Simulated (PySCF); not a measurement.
**CH$_{4}$F$_{2}$O$_{2}$Si: core-level calculation**

The run: core-level calculation of CH$_{4}$F$_{2}$O$_{2}$Si. Method and program: delta-SCF UKS SCAN, pcX-2 on the ionised atom, pcseg-1 elsewhere, spin-free X2C (PySCF 2.14.0).

Figures and captions count atoms from 1; the log counts them from 0 in places.

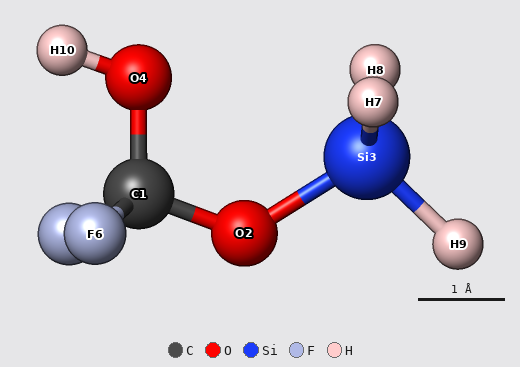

The structure (ball-and-stick view, seen at a tilt; atoms are numbered from 1 in the order of the input). Bond lengths as drawn: C–F 1.35 Å, C–O 1.33 to 1.36 Å, H–O 0.97 Å, H–Si 1.48 to 1.49 Å and O–Si 1.70 Å.

**Key numbers**

```csv
quantity,value
outcome,converged
hardware,"1 CPU thread, shared host"
wall time,28 s
peak memory,0.45 GiB
```

**Input**
```
{"job": {"kind": "xps", "holes": 5}, "charge": 0, "multiplicity": 1}
C     -1.150167     0.112500     0.083421
O     -0.150488    -0.450624     0.763676
Si     1.495367    -0.382897     0.355446
O     -0.734917     0.476400    -1.157006
F     -2.188435    -0.740424     0.004951
F     -1.626304     1.191587     0.745560
H      1.932120     1.032627     0.209752
H      1.759238    -1.147973    -0.892744
H      2.166257    -1.025644     1.513734
H     -1.459595     0.908212    -1.626147
```

The first line tells a small driver script what to run in PySCF; the rest is the geometry in Å.

Launch command:
```bash
OMP_NUM_THREADS=1 python <driver script> task.json out
```

**Log**
```
ground state, core basis on atom 0 (C), 139 functions
  cycle   1  E = -680.67379878  |g| = 1.02e+00
  cycle   2  E = -680.37028375  |g| = 1.69e+00
  cycle   3  E = -680.84675117  |g| = 9.20e-02
  cycle   4  E = -680.84752528  |g| = 6.65e-02
  cycle   5  E = -680.84823358  |g| = 1.59e-02
  cycle   6  E = -680.84827045  |g| = 7.92e-03
  cycle   7  E = -680.84828211  |g| = 1.06e-03
  cycle   8  E = -680.84828189  |g| = 3.47e-04
  E(ground) = -680.87975522 Eh
hole in C 1s of atom 0
  cycle   1  E = -669.33550542  |g| = 1.51e+00
  cycle   2  E = -662.86593988  |g| = 3.69e+00
[... 9 cycles left out ...]
  E(ion) = -669.89327956 Eh   <S^2> = 0.7720   hole on atom = 1.000   binding energy = 298.957 eV
ground state, core basis on atom 1 (O), 139 functions
[... 6 cycles left out ...]
  E(ground) = -680.89836059 Eh
hole in O 1s of atom 1
[... 10 cycles left out ...]
  E(ion) = -661.07319595 Eh   <S^2> = 0.7613   hole on atom = 1.000   binding energy = 539.470 eV
ground state, core basis on atom 3 (O), 139 functions
[... 6 cycles left out ...]
  E(ground) = -680.89463257 Eh
hole in O 1s of atom 3
[... 10 cycles left out ...]
  E(ion) = -661.02687279 Eh   <S^2> = 0.7612   hole on atom = 1.000   binding energy = 540.629 eV
ground state, core basis on atom 4 (F), 139 functions
[... 6 cycles left out ...]
  E(ground) = -680.91451908 Eh
hole in F 1s of atom 4
[... 10 cycles left out ...]
  E(ion) = -655.42534962 Eh   <S^2> = 0.7571   hole on atom = 1.000   binding energy = 693.596 eV
ground state, core basis on atom 5 (F), 139 functions
[... 6 cycles left out ...]
  E(ground) = -680.91440764 Eh
hole in F 1s of atom 5
  cycle   1  E = -654.50207524  |g| = 2.58e+00
  cycle   2  E = -654.18326643  |g| = 2.29e+00
  cycle   3  E = -655.24405454  |g| = 6.28e-01
  cycle   4  E = -655.32556870  |g| = 4.13e-01
  cycle   5  E = -655.38406573  |g| = 3.80e-02
  cycle   6  E = -655.38436549  |g| = 2.46e-02
  cycle   7  E = -655.38458374  |g| = 7.18e-03
  cycle   8  E = -655.38459924  |g| = 2.44e-03
  cycle   9  E = -655.38460315  |g| = 5.28e-04
  cycle  10  E = -655.38460224  |g| = 1.61e-04
  E(ion) = -655.42785721 Eh   <S^2> = 0.7572   hole on atom = 1.000   binding energy = 693.524 eV
```

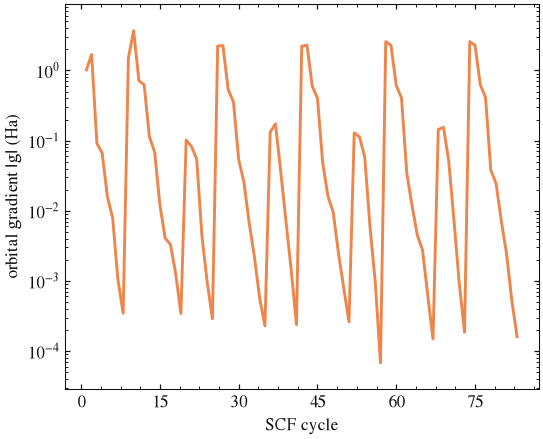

Convergence of the self-consistent field: orbital gradient |g| against the SCF cycle. All cycles printed in the log are drawn one after another.

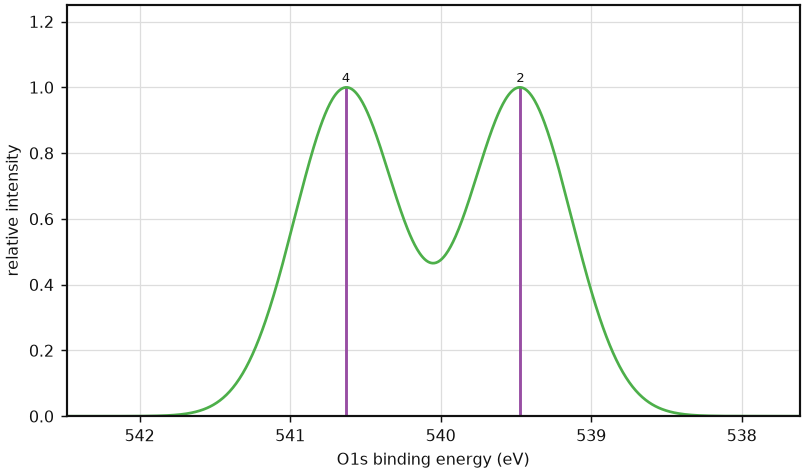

O1s binding energies by ΔSCF of the atoms computed, labelled by atom number, with a Gaussian envelope of 0.8 eV full width. They run from 539.47 eV (atom 2) to 540.63 eV (atom 4).
